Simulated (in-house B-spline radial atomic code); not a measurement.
**Many-body perturbation calculation, with input and output: P³⁺**

P³⁺, core [He] 2s2 2p6. Computed at this level: configuration interaction of two valence electrons with many-body perturbation theory for the core (screened one- and two-electron correlation potentials), Breit and QED, no-pair Dirac, B-spline basis (in-house B-spline radial atomic code).

## Key numbers

```tsv
quantity	value
outcome	converged
hardware	1 CPU thread, shared host
wall time	70 s
```

## The input
```
basis_form = 3
Z = 15
core_configuration = [He] 2s2 2p6
rms_radius = 3.1889
mass_number = 31
speed_of_light = 137.035999084
box_radius = 18.0
lmax = 6
intervals = 65
virtual_cutoff = 450.0
```

The run was one of a batch that the task file lists, launched with:
```bash
python <driver script> task.json out
```

The program writes its results to a structured record and prints no log; tables and figures of this report are taken from that record.

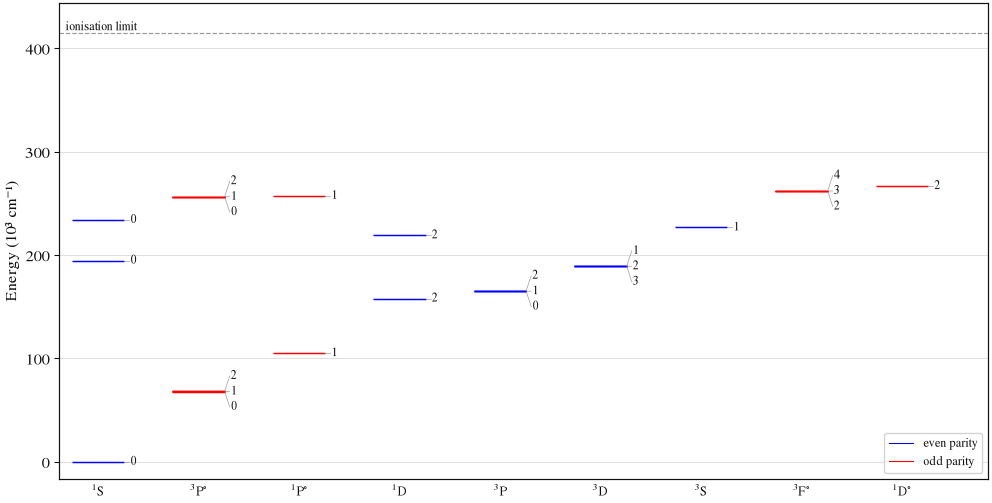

Fig. 1: Levels of P³⁺ (phosphorus, Z = 15), two electrons outside the core [He] 2s² 2p⁶. CI+MBPT: configuration interaction in the frozen-core Dirac–Hartree–Fock potential with screened core-valence correlation, Breit and QED terms; computed with a B-spline radial code. The lowest level is 3s² ¹S₀. The first excited level, 3s 3p ³P°₀, lies at 67,800 cm⁻¹. It is also the lowest level of opposite parity. The ionisation energy is 51.43 eV, against 51.13 eV from CI without core-valence correlation and a measured value of 51.44 eV.

```csv
Level,E (cm⁻¹)
3s² ¹S₀,0
3s 3p ³P°₀,"67,850"
3s 3p ³P°₁,"68,070"
3s 3p ³P°₂,"68,540"
3s 3p ¹P°₁,"105,200"
3p² ¹D₂,"158,000"
3p² ³P₀,"164,900"
3p² ³P₁,"165,100"
3p² ³P₂,"165,600"
3s 3d ³D₃,"189,200"
3s 3d ³D₂,"189,200"
3s 3d ³D₁,"189,200"
3p² ¹S₀,"194,700"
3s 3d ¹D₂,"219,200"
3s 4s ³S₁,"226,900"
3s 4s ¹S₀,"234,000"
```
